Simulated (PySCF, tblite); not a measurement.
# C3H7FSi2+ (doublet): geometry, infrared bands and EPR parameters

What infrared bands and EPR parameters should C3H7FSi2+ (doublet) (`[CH+]=[C][SiH2][C@H](F)[SiH3]`) show?

The runs use tblite 0.8.0 and PySCF 2.14.0, with density-fitted response routines of our own; the level of theory stands in each step. All values are computed, except where a source is named. Atoms count from 0, in the outputs and in this text.

### 1 The molecule as given

13 atoms, charge 1, multiplicity 2; geometry from: force field or distance geometry start.

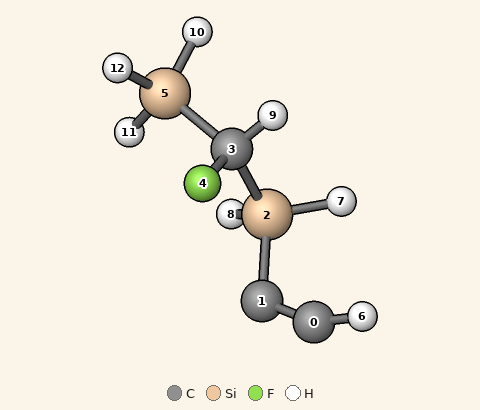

The starting geometry (carbon grey, silicon light orange, fluorine green, hydrogen white), atoms numbered.

### 2 Optimising the geometry with GFN2-xTB

Job settings and geometry (Å):

```
{"job": {"kind": "relax", "xc": "GFN2-xTB", "basis": "xTB"}, "charge": 1, "multiplicity": 2}
C      3.206300    -0.046900     0.196700
C      2.109600    -0.388800     0.854000
Si     0.640000    -0.898300    -0.123700
C     -0.393500     0.601500    -0.578000
F      0.129300     1.718000     0.085400
Si    -2.180000     0.412100    -0.100600
H      3.786000     0.142300    -0.685000
H      1.185000    -1.493500    -1.362500
H     -0.132400    -1.913900     0.634200
H     -0.354400     0.786500    -1.654200
H     -2.944500    -0.209200    -1.212600
H     -2.275900    -0.447300     1.075600
H     -2.779700     1.737900     0.130400
```

Command:

```console
OMP_NUM_THREADS=1 python probes_run.py task.json out
```

The driver reads the jobs from task.json and runs them one after another.

Log:

```text
step      E/eV     max force
  0    -476.96048    7.322
  1    -477.01900   13.917
  2    -477.66506    2.351
  3    -477.76995    1.191
  4    -477.94326    1.666
  5    -478.04532    1.929
  6    -478.17323    1.591
  7    -478.23229    0.856
  8    -478.36638    1.774
  9    -478.46763    2.203
 10    -478.55371    1.934
 11    -478.65596    1.074
 12    -478.74632    0.611
 13    -478.77149    1.465
 14    -478.81848    0.624
 15    -478.85334    0.699
 16    -478.89787    1.110
 17    -478.94279    1.778
 18    -478.97810    1.009
 19    -478.99947    0.605
 20    -479.02562    0.514
 21    -479.03810    0.423
 22    -479.05635    0.419
 23    -479.06561    0.315
 24    -479.07534    0.285
 25    -479.08393    0.249
 26    -479.09018    0.181
 27    -479.09414    0.182
 28    -479.09764    0.169
 29    -479.10144    0.175
 30    -479.10496    0.146
 31    -479.10718    0.092
 32    -479.10827    0.074
 33    -479.10893    0.084
 34    -479.10987    0.097
 35    -479.11124    0.113
 36    -479.11281    0.117
 37    -479.11406    0.084
 38    -479.11488    0.073
 39    -479.11551    0.069
 40    -479.11621    0.088
 41    -479.11709    0.121
 42    -479.11818    0.143
 43    -479.11925    0.122
 44    -479.12008    0.100
 45    -479.12081    0.093
 46    -479.12174    0.120
 47    -479.12294    0.114
 48    -479.12418    0.106
 49    -479.12519    0.095
 50    -479.12601    0.089
 51    -479.12708    0.118
 52    -479.12868    0.118
 53    -479.13047    0.092
 54    -479.13197    0.083
 55    -479.13331    0.094
 56    -479.13494    0.136
 57    -479.13702    0.137
 58    -479.13936    0.110
 59    -479.14134    0.097
 60    -479.14269    0.091
 61    -479.14355    0.091
 62    -479.14466    0.112
 63    -479.14563    0.111
 64    -479.14660    0.062
 65    -479.14716    0.078
 66    -479.14825    0.093
 67    -479.14921    0.094
 68    -479.15024    0.091
 69    -479.15103    0.060
 70    -479.15164    0.058
 71    -479.15212    0.058
 72    -479.15267    0.081
 73    -479.15352    0.090
 74    -479.15463    0.081
 75    -479.15558    0.056
 76    -479.15607    0.050
 77    -479.15633    0.072
 78    -479.15660    0.073
 79    -479.15760    0.056
 80    -479.15825    0.046
 81    -479.15871    0.029
 82    -479.15885    0.025
 83    -479.15895    0.025
 84    -479.15911    0.036
 85    -479.15936    0.048
 86    -479.15964    0.045
 87    -479.15986    0.029
 88    -479.16001    0.045
 89    -479.16010    0.032
 90    -479.16018    0.027
 91    -479.16028    0.028
 92    -479.16038    0.020
 93    -479.16046    0.018
 94    -479.16049    0.019
 95    -479.16051    0.013
 96    -479.16053    0.013
 97    -479.16056    0.024
 98    -479.16063    0.045
 99    -479.16078    0.076
100    -479.16102    0.096
101    -479.16130    0.091
102    -479.16149    0.052
103    -479.16160    0.029
104    -479.16170    0.042
105    -479.16189    0.078
106    -479.16226    0.121
107    -479.16285    0.145
108    -479.16340    0.126
109    -479.16373    0.065
110    -479.16389    0.025
111    -479.16396    0.038
112    -479.16406    0.045
113    -479.16428    0.077
114    -479.16472    0.048
115    -479.16504    0.116
116    -479.16523    0.030
117    -479.16534    0.027
118    -479.16538    0.017
119    -479.16540    0.016
120    -479.16551    0.044
121    -479.16558    0.020
122    -479.16563    0.015
123    -479.16568    0.021
124    -479.16573    0.028
125    -479.16575    0.018
126    -479.16577    0.009
```

Run time: 1.2 s. Hardware: 1 thread of Arm Neoverse N1, shared host.

Along the way: (not every step is listed)

```
step  energy from step 0 (eV)  largest force (eV/Å)
   0                   0.0000                7.3218
   1                  -0.0585               13.9173
   2                  -0.7046                2.3508
   3                  -0.8095                1.1906
   4                  -0.9828                1.6662
   5                  -1.0848                1.9286
   6                  -1.2127                1.5908
   7                  -1.2718                0.8560
   8                  -1.4059                1.7736
  19                  -2.0390                0.6053
  30                  -2.1445                0.1465
  41                  -2.1566                0.1214
  52                  -2.1682                0.1185
  63                  -2.1851                0.1112
  74                  -2.1941                0.0812
  85                  -2.1989                0.0482
  96                  -2.2000                0.0127
 107                  -2.2024                0.1445
 118                  -2.2049                0.0166
 121                  -2.2051                0.0203
 122                  -2.2052                0.0153
 123                  -2.2052                0.0212
 124                  -2.2052                0.0285
 125                  -2.2053                0.0181
 126                  -2.2053                0.0088
```

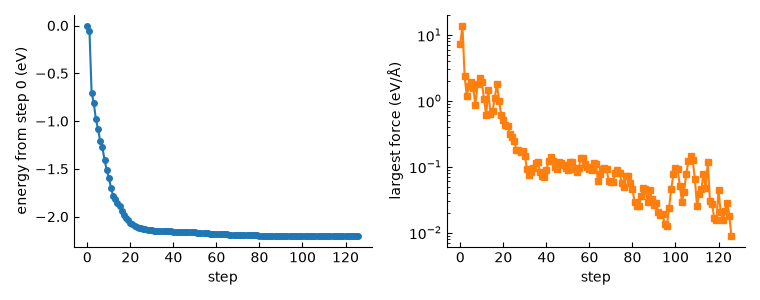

Energy and force, step by step.

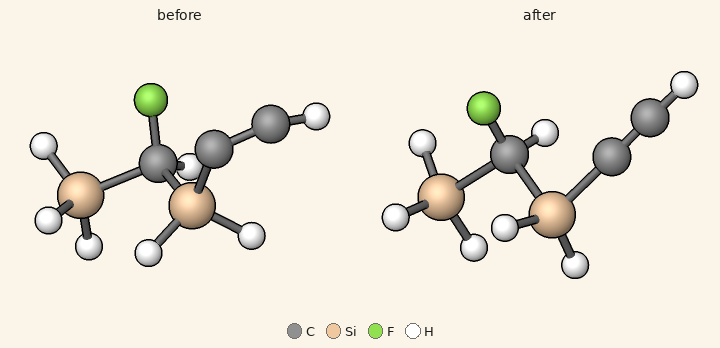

Before and after, at one scale.

Distances of close pairs at the start and the end, largest changes first:

```
   bond  before (Å)  after (Å)  change (Å)
 Si2–C3       1.877      2.047      +0.170
 C3–Si5       1.859      1.997      +0.138
  C0–C1       1.324      1.208      -0.115
  C3–F4       1.400      1.338      -0.062
 Si2–H8       1.484      1.456      -0.028
Si5–H10       1.486      1.458      -0.028
 Si2–H7       1.478      1.458      -0.021
  C0–H6       1.072      1.056      -0.016
```

The next job starts from the end point, and lists it.

### 3 Harmonic vibrations with GFN2-xTB

Job settings and geometry (Å):

```
{"job": {"kind": "ir", "xc": "GFN2-xTB", "basis": "xTB"}, "charge": 1, "multiplicity": 2}
C      3.332974     0.084137    -0.295087
C      2.242985    -0.432932    -0.231628
Si     0.572238    -1.189549    -0.103903
C     -0.381763     0.617567    -0.223636
F     -0.081815     1.295086     0.891052
Si    -2.364534     0.391591    -0.304265
H      4.301025     0.501611    -0.351347
H      0.126660    -1.890464    -1.301759
H      0.228771    -1.708385     1.212414
H      0.021501     1.188884    -1.065939
H     -2.560869    -0.406504    -1.508536
H     -2.736187    -0.263705     0.942592
H     -2.705375     1.813150    -0.400182
```

Log:

```text
mode    cm-1     km/mol
  1      35.7      0.87
  2      72.6      0.04
  3     100.2      0.49
  4     139.6      0.22
  5     220.9      4.83
  6     228.5      5.57
  7     242.3      2.41
  8     268.8     12.95
  9     381.3     58.20
 10     413.9     96.83
 11     434.0     48.44
 12     466.1     67.51
 13     470.3     38.51
 14     538.0     66.31
 15     636.4     38.84
 16     678.0     16.98
 17     691.4     58.58
 18     695.9    155.84
 19     707.3    167.04
 20     717.5     31.99
 21     729.2    243.19
 22     751.8    287.97
 23     843.7      8.30
 24    1116.2     60.24
 25    1260.1      8.68
 26    2152.8    225.95
 27    2254.4     66.41
 28    2321.7     40.45
 29    2337.9    141.46
 30    2340.8     55.68
 31    2353.6    322.54
 32    2923.9      8.70
 33    3321.6     72.59
```

Wall time 0.6 s (1 thread of Arm Neoverse N1, shared host).

The strongest bands and the atoms that carry them (share of the mass-weighted mode):

```
cm⁻¹  km/mol                                  atoms
 414    96.8  C3 34 %, H11 18 %, Si5 15 %, H12 13 %
 696   155.8             H6 64 %, C0 12 %, H12 12 %
 707   167.0     H6 53 %, H7 14 %, H8 13 %, C0 12 %
 729   243.2                     H11 37 %, H10 26 %
 752   288.0           H12 31 %, H10 28 %, H11 24 %
2153   225.9                       C1 57 %, C0 34 %
2338   141.5                               H10 79 %
2354   322.5                      H11 71 %, H8 13 %
```

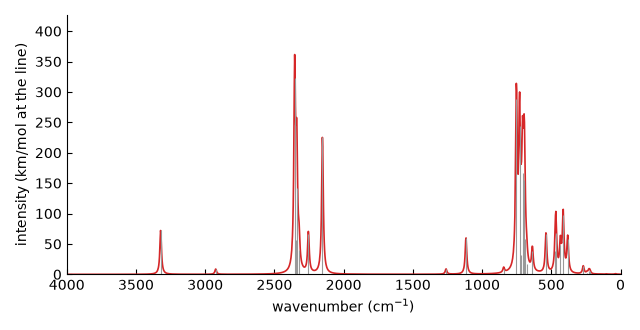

The infrared spectrum from these modes, unscaled. Lines are broadened to a width of 14 cm⁻¹ (Lorentzian).

### 4 g tensor and hyperfine couplings: B3LYP/pcH-1

The job, as its differences from that of step 3:

```diff
@@ -1,2 +1,2 @@
-{"job": {"kind": "ir", "xc": "GFN2-xTB", "basis": "xTB"}, "charge": 1, "multiplicity": 2}
+{"job": {"kind": "epr", "basis": "pcH-1"}, "charge": 1, "multiplicity": 2}
 C      3.332974     0.084137    -0.295087
```

With the program's defaults for keys left out, this is: UKS B3LYP, pcH-1 on C F H Si, non-relativistic, mean-field spin-orbit, GIAO.

Log:

```text
UKS, coarse grid
  cycle   1  E = -796.88924449  |g| = 4.38e-01
  cycle   2  E = -796.61612871  |g| = 7.99e-01
  cycle   3  E = -796.94844795  |g| = 1.89e-01
  cycle   4  E = -796.96836257  |g| = 7.54e-02
  cycle   5  E = -796.97005148  |g| = 3.59e-02
  cycle   6  E = -796.97061027  |g| = 1.63e-02
  cycle   7  E = -796.97073007  |g| = 3.32e-03
  cycle   8  E = -796.97074019  |g| = 1.79e-03
  cycle   9  E = -796.97074258  |g| = 7.44e-04
UKS, final grid
  cycle   1  E = -796.97073465  |g| = 1.05e-03
  cycle   2  E = -796.97073274  |g| = 2.16e-03
  cycle   3  E = -796.97073541  |g| = 3.48e-04
  cycle   4  E = -796.97073550  |g| = 1.40e-04
  cycle   5  E = -796.97073554  |g| = 1.34e-04
  cycle   6  E = -796.97073556  |g| = 3.50e-05
  cycle   7  E = -796.97073557  |g| = 1.31e-05
E = -796.97073557 Eh   <S^2> = 0.7561 (exact 0.7500)
g shifts (ppm)      1          2          3
  rmc          -209       -209       -209
  gc              5         36         39
  oz_so         631       6221      11484
  total         427       6048      11313
hyperfine (MHz)  atom isotope    a_iso     a_fc   dipolar eigenvalues
    0   13C      16.36      16.35    -17.08    -16.90     33.98
    1   13C      22.80      22.69     -9.47     -7.54     17.01
    2  29Si      -5.98      -5.98    -36.19     17.89     18.30
    3   13C      20.35      19.96    -45.75    -43.78     89.52
    4   19F     116.34     111.29   -289.43   -282.93    572.35
    5  29Si       2.81       2.89    -41.31     19.30     22.01
    6    1H     -15.52     -15.54     -8.36     -1.97     10.33
    7    1H      24.64      24.64     -3.21     -1.25      4.46
    8    1H      10.59      10.59     -2.99     -1.66      4.65
    9    1H     -28.48     -28.53    -19.31     -3.24     22.55
   10    1H       5.22       5.21     -3.77     -0.75      4.52
   11    1H      -5.54      -5.55     -3.50     -1.55      5.05
   12    1H      89.87      89.87     -4.25      1.19      3.07
```

It took 89 s on 1 thread of Arm Neoverse N1, shared host; peak memory 0.89 GiB.

Principal g values 2.00275, 2.00837, 2.01363; g(iso) = 2.00825, against 2.00232 for a free electron.

Mean a(iso) over the nuclei that a row names, and the largest dipolar term of the row (other rows stand at the frozen geometry):

```
       nuclei  isotope  a(iso) (MHz)  a(iso) (G, at g = 2.0023)  largest dipolar term (MHz)
           F4      19F         116.3                       41.5                       572.4
H10, H11, H12       1H          29.8                       10.7                         5.0
           H9       1H         -28.5                      -10.2                        22.5
           H7       1H          24.6                        8.8                         4.5
           C1      13C          22.8                        8.1                        17.0
           C3      13C          20.4                        7.3                        89.5
           C0      13C          16.4                        5.8                        34.0
           H6       1H         -15.5                       -5.5                        10.3
           H8       1H          10.6                        3.8                         4.7
          Si2     29Si          -6.0                       -2.1                       -36.2
          Si5     29Si           2.8                        1.0                       -41.3
```

Mulliken spin populations:

C0 0.20; C1 0.03; Si2 0.08; C3 0.42; F4 0.13; Si5 0.10; H6 -0.01; H7 0.01; H8 0.00; H9 -0.02; H10 0.00; H11 0.00; H12 0.04

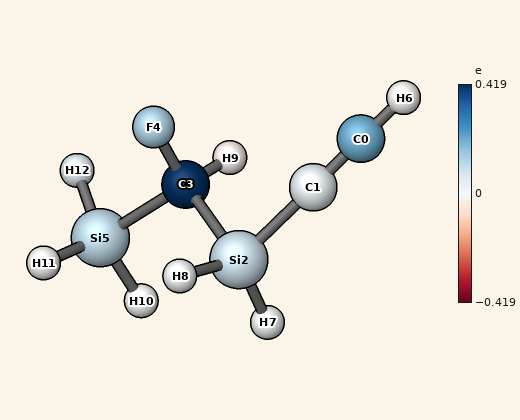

Mulliken spin populations, as colours on the atoms.

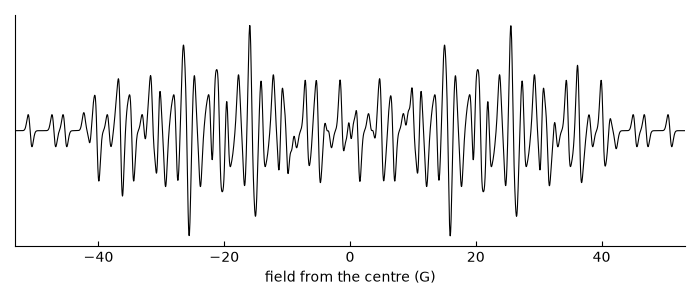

First-order isotropic spectrum (first derivative, main isotopes with spin only, couplings over 0.8 MHz, Gaussian width 0.3 G; couplings of the frozen geometry, rotation of groups not averaged beyond the rows shown).

Orbitals, density, ELF and potential are computed afterwards from the orbital file.

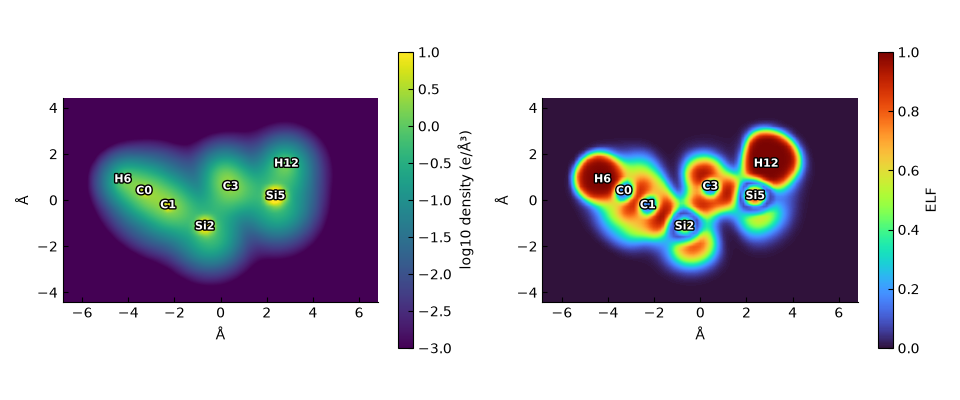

Density (left) and ELF (right) in a plane through or near 7 of the atoms.

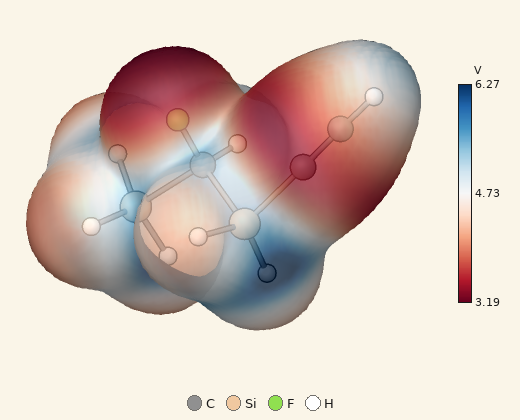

Electrostatic potential on the surface of density 0.002 e/bohr³; red is low, blue high. It runs from 3.19 V near F4 to 6.27 V near H8.

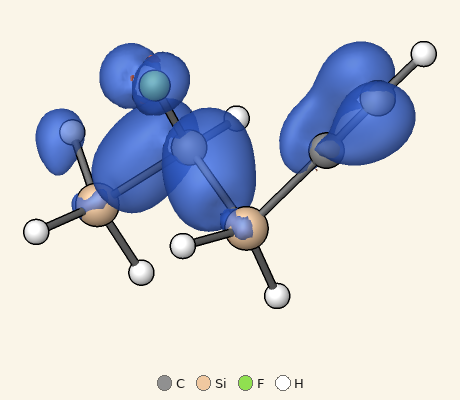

Spin density at ±0.03 e/Å³ (alpha excess blue, beta excess red).

### 5 Outcome

| quantity | value |
| --- | --- |
| strongest single infrared mode (GFN2-xTB) | 2354 cm⁻¹, 323 km/mol |
| zero-point energy (GFN2-xTB) | 47.0 kcal/mol |
| g(iso) (B3LYP) | 2.00825 |
| ⟨S²⟩ | 0.756 (exact 0.75) |
| largest a(iso) (averaged by class) | 19F on F4, 116.3 MHz |

In words: The optimisation took 126 steps and gained 2.205 eV; among the close pairs (by a distance rule), Si2–C3 changed most, from 1.877 to 2.047 Å. No mode is imaginary among the 33: a minimum at this level. The strongest single mode, at 2354 cm⁻¹, moves mainly H11. Unscaled tight-binding wavenumbers are off by several per cent, some by more. Its intensities can rank the bands wrongly. The largest share of the spin, 0.42 e, sits on C3. The isotropic g lies 5.9 ppt above the free-electron value. These values are for one conformer; the search (at its own cheap level) found 2 more, at 0.07, 0.08 kcal/mol, and measured spectra average over such forms.
